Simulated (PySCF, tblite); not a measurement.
# C₆H₁₁N₂S+: vibronic structure

What do calculations give for the vibronic structure of C₆H₁₁N₂S+ (`CS/C(N)=C/C=C\C=[NH2+]`)?

Programs: tblite 0.8.0 and PySCF 2.14.0, with routines of our own; each step states its level. All values are computed. Atoms count from 0.

## (1) The system as given

20 atoms, charge 1, multiplicity 1; geometry from: force field or distance geometry start.

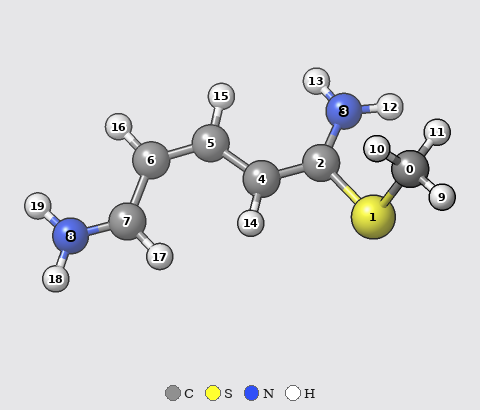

The starting geometry (carbon grey, sulfur yellow, nitrogen blue, hydrogen white).

## (2) Optimising the geometry with GFN2-xTB

Job settings and geometry (Å):

```
{"job": {"kind": "relax", "xc": "GFN2-xTB", "basis": "xTB"}, "charge": 1, "multiplicity": 1}
C     -3.737500     0.789800    -0.067200
S     -2.366600     1.060500    -1.211300
C     -1.316400    -0.294700    -0.742400
N     -1.795400    -1.558800    -0.854300
C     -0.077700     0.042900    -0.350900
C      0.959400    -0.873000     0.066000
C      2.251500    -0.591900     0.330500
C      2.862300     0.745500     0.196900
N      4.089500     0.976800     0.466500
H     -4.461500     1.615200    -0.167000
H     -3.397400     0.765900     0.967200
H     -4.268600    -0.145100    -0.294400
H     -2.700500    -1.697800    -1.282100
H     -1.203400    -2.373000    -0.699200
H      0.165700     1.112000    -0.347000
H      0.650400    -1.907400     0.213900
H      2.891600    -1.409900     0.662700
H      2.243600     1.575300    -0.167100
H      4.478500     1.918700     0.359900
H      4.727300     0.259700     0.807900
```

Run with:

```console
> OMP_NUM_THREADS=1 python excited_run.py task.json out
```

One launch serves the whole session: the jobs run in the order shown.

Output:

```text
step      E/eV     max force
  0    -736.69791    4.088
  1    -736.97104    1.935
  2    -737.03738    0.525
  3    -737.05732    0.328
  4    -737.07119    0.364
  5    -737.07720    0.177
  6    -737.08234    0.189
  7    -737.08879    0.196
  8    -737.09307    0.183
  9    -737.09636    0.173
 10    -737.10014    0.149
 11    -737.10580    0.201
 12    -737.11307    0.269
 13    -737.12009    0.258
 14    -737.12613    0.248
 15    -737.13243    0.211
 16    -737.14001    0.211
 17    -737.14721    0.226
 18    -737.15230    0.147
 19    -737.15588    0.134
 20    -737.15952    0.141
 21    -737.16452    0.213
 22    -737.17103    0.230
 23    -737.17848    0.199
 24    -737.18680    0.253
 25    -737.19701    0.274
 26    -737.21026    0.447
 27    -737.22477    0.466
 28    -737.23651    0.262
 29    -737.24151    0.335
 30    -737.24908    0.267
 31    -737.25485    0.210
 32    -737.26771    0.178
 33    -737.27206    0.202
 34    -737.27948    0.192
 35    -737.28411    0.192
 36    -737.28944    0.165
 37    -737.29374    0.133
 38    -737.29636    0.121
 39    -737.29855    0.100
 40    -737.30108    0.124
 41    -737.30388    0.124
 42    -737.30593    0.116
 43    -737.30787    0.096
 44    -737.31033    0.119
 45    -737.31339    0.136
 46    -737.31642    0.114
 47    -737.31919    0.110
 48    -737.32211    0.136
 49    -737.32552    0.160
 50    -737.32865    0.150
 51    -737.33075    0.098
 52    -737.33223    0.103
 53    -737.33401    0.128
 54    -737.33705    0.160
 55    -737.34027    0.169
 56    -737.34277    0.115
 57    -737.34454    0.129
 58    -737.34623    0.128
 59    -737.34829    0.149
 60    -737.35034    0.176
 61    -737.35207    0.104
 62    -737.35325    0.097
 63    -737.35421    0.061
 64    -737.35508    0.073
 65    -737.35602    0.067
 66    -737.35689    0.076
 67    -737.35785    0.088
 68    -737.35895    0.078
 69    -737.36023    0.090
 70    -737.36151    0.063
 71    -737.36248    0.051
 72    -737.36307    0.055
 73    -737.36351    0.059
 74    -737.36394    0.053
 75    -737.36442    0.042
 76    -737.36498    0.053
 77    -737.36556    0.059
 78    -737.36620    0.067
 79    -737.36689    0.070
 80    -737.36768    0.064
 81    -737.36858    0.076
 82    -737.36959    0.072
 83    -737.37050    0.071
 84    -737.37133    0.058
 85    -737.37210    0.056
 86    -737.37280    0.057
 87    -737.37336    0.056
 88    -737.37395    0.051
 89    -737.37441    0.033
 90    -737.37473    0.033
 91    -737.37503    0.038
 92    -737.37526    0.026
 93    -737.37542    0.032
 94    -737.37552    0.020
 95    -737.37560    0.019
 96    -737.37569    0.025
 97    -737.37579    0.028
 98    -737.37589    0.028
 99    -737.37599    0.025
100    -737.37608    0.018
101    -737.37617    0.017
102    -737.37624    0.015
103    -737.37628    0.014
104    -737.37631    0.012
105    -737.37633    0.011
106    -737.37635    0.011
107    -737.37638    0.013
108    -737.37640    0.014
109    -737.37643    0.016
110    -737.37646    0.015
111    -737.37649    0.012
112    -737.37654    0.020
113    -737.37658    0.019
114    -737.37662    0.018
115    -737.37664    0.008
```

It took 0.94 s on 1 thread of Arm Neoverse V1, shared host; peak memory 0.18 GiB.

The steps of the relaxation: (not every step is listed)

```csv
step,energy from step 0 (eV),largest force (eV/Å)
0,0.0000,4.0885
1,-0.2731,1.9353
2,-0.3395,0.5248
3,-0.3594,0.3281
4,-0.3733,0.3638
5,-0.3793,0.1770
6,-0.3844,0.1893
7,-0.3909,0.1956
8,-0.3952,0.1831
18,-0.4544,0.1475
28,-0.5386,0.2622
38,-0.5985,0.1213
48,-0.6242,0.1363
58,-0.6483,0.1283
68,-0.6610,0.0782
78,-0.6683,0.0671
88,-0.6760,0.0514
98,-0.6780,0.0281
108,-0.6785,0.0139
110,-0.6785,0.0146
111,-0.6786,0.0120
112,-0.6786,0.0198
113,-0.6787,0.0193
114,-0.6787,0.0177
115,-0.6787,0.0082
```

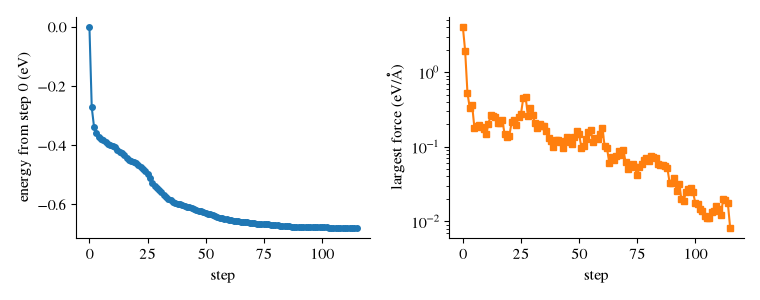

Energy and force, step by step.

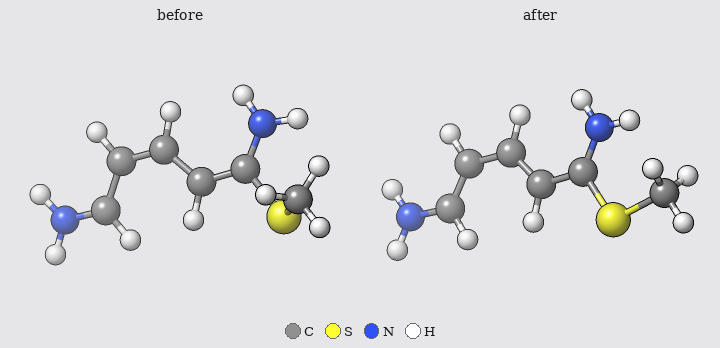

The geometry before (left) and after (right).

Close pairs (by a distance rule), those that changed most:

```csv
bond,before (Å),after (Å),change (Å)
C6–C7,1.476,1.374,-0.103
C4–C5,1.445,1.377,-0.068
C2–C4,1.342,1.403,+0.060
C5–C6,1.349,1.399,+0.051
C7–N8,1.278,1.326,+0.048
S1–C2,1.777,1.732,-0.045
C2–N3,1.356,1.331,-0.025
N8–H18,1.025,1.006,-0.018
```

The final coordinates are the input of the step that follows.

## (3) Harmonic vibrations with GFN2-xTB

Job settings and geometry (Å):

```
{"job": {"kind": "ir", "xc": "GFN2-xTB", "basis": "xTB"}, "charge": 1, "multiplicity": 1}
C     -4.043887     0.591203    -0.513455
S     -2.363663     1.262874    -0.374996
C     -1.344183    -0.131419    -0.242637
N     -1.861486    -1.357620    -0.266807
C      0.022875     0.153635    -0.111951
C      1.026486    -0.780957     0.012001
C      2.398079    -0.538613     0.145647
C      2.998925     0.696224     0.183474
N      4.307645     0.871159     0.304894
H     -4.691560     1.460703    -0.583599
H     -4.301792     0.027551     0.378901
H     -4.144993    -0.000710    -1.419267
H     -2.850774    -1.513396    -0.363677
H     -1.265527    -2.166062    -0.200190
H      0.264475     1.204747    -0.111286
H      0.752547    -1.828387     0.007166
H      3.040055    -1.404759     0.227781
H      2.409596     1.599786     0.112519
H      4.718011     1.789453     0.330836
H      4.924021     0.075264     0.373125
```

Output:

```text
mode    cm-1     km/mol
  1      53.0      9.23
  2      70.0      0.18
  3      89.4      3.75
  4     121.7      1.87
  5     180.2      0.22
  6     197.0      0.86
  7     219.9      3.11
  8     279.0      0.31
  9     296.9      1.16
 10     318.2      1.96
 11     368.5    212.88
 12     397.6      4.91
 13     438.8      9.56
 14     440.2      0.46
 15     476.2    234.31
 16     546.0      0.04
 17     583.5     33.30
 18     627.6     24.49
 19     726.2     17.29
 20     771.5     20.58
 21     787.6      1.85
 22     820.7      8.20
 23     926.8      0.41
 24     935.0     49.52
 25     942.6     16.68
 26     968.9      6.59
 27     978.4      9.53
 28    1004.9      1.45
 29    1103.8     82.97
 30    1172.7     91.06
 31    1247.2     13.92
 32    1278.1    137.38
 33    1311.7      8.36
 34    1314.5     62.13
 35    1328.7     13.68
 36    1374.3     24.81
 37    1403.7    183.59
 38    1436.1      6.90
 39    1445.2     14.67
 40    1475.1     68.20
 41    1517.8   1991.67
 42    1546.0    715.64
 43    1620.2    322.12
 44    3023.6      0.02
 45    3038.7      0.72
 46    3055.5      7.79
 47    3057.8      9.95
 48    3074.2      3.80
 49    3087.7     25.51
 50    3110.9     13.01
 51    3441.4    305.47
 52    3460.7     98.30
 53    3511.1     67.97
 54    3512.0     43.26
```

It took 0.82 s on 1 thread of Arm Neoverse V1, shared host; peak memory 0.18 GiB.

The strongest bands and the atoms that carry them (share of the mass-weighted mode):

```csv
cm⁻¹,km/mol,atoms
368,212.9,"H12 55 %, H13 21 %, N3 17 %"
476,234.3,"H18 69 %, N8 15 %, H19 13 %"
1278,137.4,"H17 32 %, H15 21 %, H16 11 %"
1404,183.6,"H12 21 %, H13 14 %, H10 13 %, H11 13 %"
1518,1991.7,"C2 38 %, N3 21 %, C4 10 %"
1546,715.6,"C5 46 %, C4 17 %, C6 15 %"
1620,322.1,"C7 42 %, C6 18 %, C4 10 %, N8 10 %"
3441,305.5,"H19 73 %, H18 23 %"
```

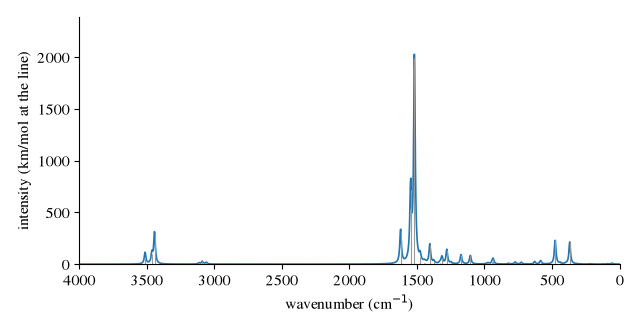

The infrared spectrum from these modes, unscaled. Lines are broadened to a width of 14 cm⁻¹ (Lorentzian).

## (4) Vibronic structure: TDDFT B3LYP/def2-SV(P)

The job, as its differences from that of step 3:

```diff
@@ -1,2 +1,2 @@
-{"job": {"kind": "ir", "xc": "GFN2-xTB", "basis": "xTB"}, "charge": 1, "multiplicity": 1}
+{"job": {"kind": "vib", "xc": "B3LYP", "basis": "def2-SV(P)", "tda": false}, "charge": 1, "multiplicity": 1}
 C     -4.043887     0.591203    -0.513455
```

Method: TDDFT B3LYP/def2-SV(P) vertical-gradient vibronic structure (displaced harmonic oscillators, Condon), gas phase.

Output:

```text
final grid: 74832 points
cycle   1  E = -742.2704408367  dE =  1.524e+00  |g| = 4.491e-01  |ddm| = 4.879e+00
cycle   2  E = -742.2209912506  dE =  4.945e-02  |g| = 6.187e-01  |ddm| = 1.220e+00
cycle   3  E = -742.3198939345  dE = -9.890e-02  |g| = 1.408e-01  |ddm| = 8.219e-01
cycle   4  E = -742.3250926895  dE = -5.199e-03  |g| = 4.472e-02  |ddm| = 2.203e-01
cycle   5  E = -742.3255420484  dE = -4.494e-04  |g| = 1.849e-02  |ddm| = 6.839e-02
cycle   6  E = -742.3256306163  dE = -8.857e-05  |g| = 6.561e-03  |ddm| = 2.871e-02
cycle   7  E = -742.3256428020  dE = -1.219e-05  |g| = 1.722e-03  |ddm| = 9.417e-03
cycle   8  E = -742.3256435222  dE = -7.201e-07  |g| = 4.133e-04  |ddm| = 2.057e-03
cycle   9  E = -742.3256435594  dE = -3.727e-08  |g| = 1.393e-04  |ddm| = 5.047e-04
cycle  10  E = -742.3256435640  dE = -4.557e-09  |g| = 3.626e-05  |ddm| = 1.592e-04
cycle  11  E = -742.3256435643  dE = -3.281e-10  |g| = 1.079e-05  |ddm| = 5.692e-05
converged SCF energy = -742.3256435643

Singlet excitations (eV, f): 3.654 (0.8891)  4.738 (0.0624)  5.519 (0.0003)  5.570 (0.0263)  6.274 (0.0014)  6.298 (0.0704)

State S1  3.6536 eV  f = 0.88909  H->L 0.98
  relaxed dipole 2.786 D, largest gradient of the excitation energy 0.0326 Eh/bohr
  mode    cm-1        S   lambda/meV  Raman
   12    397.6    0.4086      20.1   0.704
   29   1103.8    0.0753      10.3   1.000
    3     89.4    0.8799       9.8   0.077
   14    440.2    0.1608       8.8   0.340
   34   1314.5    0.0510       8.3   0.961
   28   1004.9    0.0556       6.9   0.611
   42   1546.0    0.0297       5.7   0.774
   26    968.9    0.0365       4.4   0.374
   41   1517.8    0.0153       2.9   0.385
   20    771.5    0.0299       2.9   0.194
   18    627.6    0.0171       1.3   0.073
   32   1278.1    0.0078       1.2   0.140
  reorganisation energy 0.0870 eV, total S 1.814, 0-0 3.5666 eV
  absorption maximum 3.585 eV, width 0.128 eV

State S2  4.7377 eV  f = 0.06237  H-1->L 0.97
  relaxed dipole 2.939 D, largest gradient of the excitation energy 0.1090 Eh/bohr
  mode    cm-1        S   lambda/meV  Raman
   20    771.5    1.4404     137.8   0.835
   41   1517.8    0.4457      83.9   1.000
   12    397.6    1.3147      64.8   0.202
   30   1172.7    0.3734      54.3   0.500
   43   1620.2    0.2059      41.4   0.526
   42   1546.0    0.1978      37.9   0.460
    9    296.9    0.9119      33.6   0.078
   37   1403.7    0.1857      32.3   0.356
   29   1103.8    0.1424      19.5   0.169
   35   1328.7    0.0835      13.8   0.144
   18    627.6    0.1632      12.7   0.063
   34   1314.5    0.0591       9.6   0.099
  reorganisation energy 0.5672 eV, total S 5.930, 0-0 4.1705 eV
  absorption maximum 4.687 eV, width 0.648 eV

State S6  6.2978 eV  f = 0.07037  H-2->L 0.59, H->L+1 0.30
  relaxed dipole 2.661 D, largest gradient of the excitation energy 0.0313 Eh/bohr
  mode    cm-1        S   lambda/meV  Raman
   29   1103.8    0.3286      45.0   1.000
   28   1004.9    0.1716      21.4   0.433
   14    440.2    0.3401      18.6   0.165
   34   1314.5    0.0993      16.2   0.428
   26    968.9    0.1154      13.9   0.271
   32   1278.1    0.0340       5.4   0.139
   43   1620.2    0.0221       4.4   0.145
    6    197.0    0.1463       3.6   0.014
   25    942.6    0.0303       3.5   0.067
   12    397.6    0.0652       3.2   0.026
   31   1247.2    0.0081       1.2   0.031
   18    627.6    0.0123       1.0   0.012
  reorganisation energy 0.1431 eV, total S 1.482, 0-0 6.1547 eV
  absorption maximum 6.159 eV, width 0.210 eV

State T1  1.9632 eV  f = 0.00000  H->L 0.99
  relaxed dipole 3.327 D, largest gradient of the excitation energy 0.0344 Eh/bohr
  mode    cm-1        S   lambda/meV  Raman
   12    397.6    0.6550      32.3   1.000
   14    440.2    0.1763       9.6   0.330
   34   1314.5    0.0561       9.1   0.936
   29   1103.8    0.0613       8.4   0.722
   18    627.6    0.1006       7.8   0.383
   42   1546.0    0.0367       7.0   0.847
    8    279.0    0.1168       4.0   0.088
   28   1004.9    0.0323       4.0   0.315
   41   1517.8    0.0204       3.8   0.454
    3     89.4    0.2994       3.3   0.023
   26    968.9    0.0212       2.5   0.192
   20    771.5    0.0265       2.5   0.152
  reorganisation energy 0.1055 eV, total S 1.710, 0-0 1.8577 eV
  absorption maximum 1.910 eV, width 0.186 eV
```

It took 50 s on 1 thread of Arm Neoverse V1, shared host; peak memory 0.9 GiB.

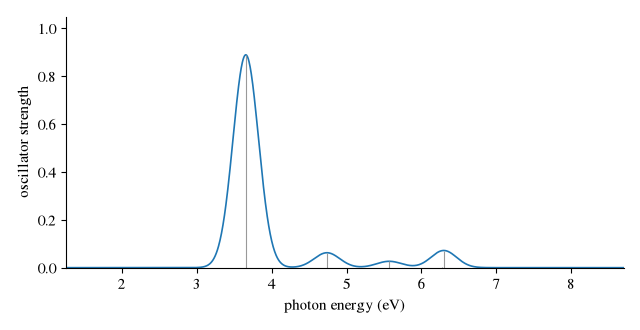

Absorption lines of the singlets. Lines are broadened to a width of 0.40 eV (Gaussian).

## (5) Results

| quantity | value |
| --- | --- |
| strongest single infrared mode (GFN2-xTB) | 1518 cm⁻¹, 1992 km/mol |
| zero-point energy (GFN2-xTB) | 100.8 kcal/mol |
| S1: vertical, reorganisation, 0-0, total S (step 4, TDDFT B3LYP/def2-SV(P), modes from GFN2-xTB) | 3.65, 0.09, 3.57 eV; 1.8 |
| S2: vertical, reorganisation, 0-0, total S (step 4, TDDFT B3LYP/def2-SV(P), modes from GFN2-xTB) | 4.74, 0.57, 4.17 eV; 5.9 |
| S6: vertical, reorganisation, 0-0, total S (step 4, TDDFT B3LYP/def2-SV(P), modes from GFN2-xTB) | 6.30, 0.14, 6.15 eV; 1.5 |

**Reading.** No mode is imaginary among the 54: a minimum at this level. The strongest single mode, at 1518 cm⁻¹, is spread over many atoms; the largest shares are those of C2, N3. Unscaled tight-binding wavenumbers are off by several per cent, some by more. Its intensities can rank the bands wrongly. Some states lie very close; unless symmetry makes them partners, their order is unsure. The vibronic model keeps the ground-state modes (from xTB) and shifts them along the gradient alone, so it can miss much of the relaxation that a full optimisation finds.
